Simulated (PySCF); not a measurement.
**NO2 (nitrogen dioxide) at U-r2SCAN/STO-3G**

What is the energy change on altering one bond length of NO2 (nitrogen dioxide) at U-r2SCAN/STO-3G? The job is set up through a Python script.

Program for the calculation: PySCF 2.14.0.

19 further runs of the same task are left out: 11 that didn't finish, 8 set aside as unsound or not needed.

### Step 1. The system as given

NO2: 3 atoms, total charge 0, spin state doublet. As SMILES, `[O]N=O`. The shape is that of a GFN2-xTB optimisation.

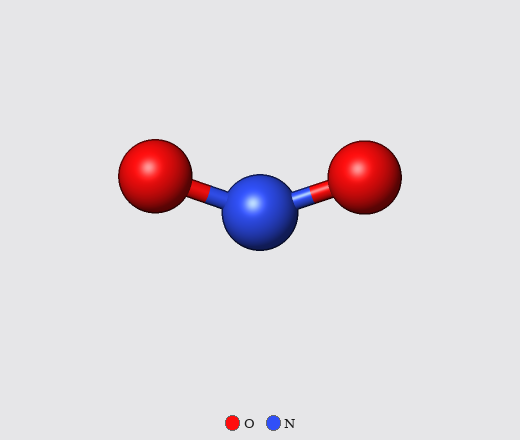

The structure, seen from a chosen angle (oxygen red, nitrogen blue).

### Step 2. A single-point energy at U-r2SCAN/STO-3G

Contents of calc.py:

```python
from pyscf import gto, dft

system = gto.M(
    atom='O 0.201690 -1.092400 -0.004860; N -0.247880 -0.008390 -0.136210; O 0.046180 1.100790 0.141070',
    charge=0,
    max_memory=1860,
    verbose=3,
    basis='sto-3g',
    spin=1,
)

myscf = dft.UKS(system, xc='r2scan')
myscf.conv_tol = 1e-10
myscf.grids.level = 5
myscf.kernel()
if not myscf.converged:
    myscf = myscf.newton().run(myscf.mo_coeff, myscf.mo_occ)

energy = myscf.e_tot
print('E(%s) = %.9f' % ('R2SCAN', energy))
```

Launch:

```sh
$ OMP_NUM_THREADS=1 python calc.py
```

Log:

```text
WARN: HOMO -0.128502435716343 >= LUMO -0.128502435716344

converged SCF energy = -202.194600487034  <S^2> = 0.75125484  2S+1 = 2.0012544
E(R2SCAN) = -202.194600487
```

It took 4.2 s on 1 thread of Arm Neoverse V1, shared host; peak memory 0.19 GiB.

### Step 3. The distorted shape at the same level

Contents of run.py:

```python
from pyscf import gto, dft

mol = gto.Mole()
mol.atom = '''
O        1.010907      -3.043596       0.231567
N       -0.247880      -0.008390      -0.136210
O        0.046180       1.100790       0.141070
'''
mol.spin = 1
mol.verbose = 3
mol.charge = 0
mol.max_memory = 1860
mol.basis = 'sto-3g'
mol.build()

mf = dft.UKS(mol)
mf.xc = 'r2scan'
mf.grids.level = 5
mf.conv_tol = 1e-10
mf.kernel()
if not mf.converged:
    mf = mf.newton().run(mf.mo_coeff, mf.mo_occ)

e_final = mf.e_tot
print('Final energy', e_final)
```

Launch:

```sh
$ OMP_NUM_THREADS=1 python run.py
```

Log:

```text
WARN: HOMO -0.257212159350141 >= LUMO -0.257212159350142

WARN: HOMO 0.0576937691788986 >= LUMO 0.057703306380037

WARN: HOMO -0.0438163371881145 >= LUMO -0.0437201865872773

SCF not converged.
SCF energy = -202.112217010615 after 50 cycles  <S^2> = 1.7493705  2S+1 = 2.8279819
converged SCF energy = -202.112264788902  <S^2> = 1.7490752  2S+1 = 2.8277732
Final energy -202.11226478890163
```

Wall time 64 s (1 thread of Arm Neoverse V1, shared host); peak memory 0.4 GiB.

### Step 4. What came out

At U-r2SCAN/STO-3G:

| quantity | value |
| --- | --- |
| first shape: total energy | -202.19460 Eh |
| first shape: dipole moment | 0.12 D |
| first shape: HOMO energy (highest over α and β) | -2.55 eV |
| first shape: LUMO energy (lowest over α and β) | -0.40 eV |
| first shape: ⟨S²⟩ | 0.751 |
| distorted shape: total energy | -202.11226 Eh |
| distorted shape: dipole moment | 0.43 D |
| distorted shape: HOMO energy (highest over α and β) | -1.86 eV |
| distorted shape: LUMO energy (lowest over α and β) | -1.13 eV |
| distorted shape: ⟨S²⟩ | 1.749 |
| energy change with the O1–N2 bond stretched from 1.181 to 3.306 Å | 2.240 eV |

What this shows: With the O1–N2 bond stretched from 1.181 to 3.306 Å the energy rises by 2.24 eV (216 kJ/mol). The first shape isn't relaxed at this level, so the change isn't measured from a minimum. The minimal basis adds a large error of its own. ⟨S²⟩ (distorted shape) is 1.75 where a pure doublet has 0.75: the reference is spin-contaminated.
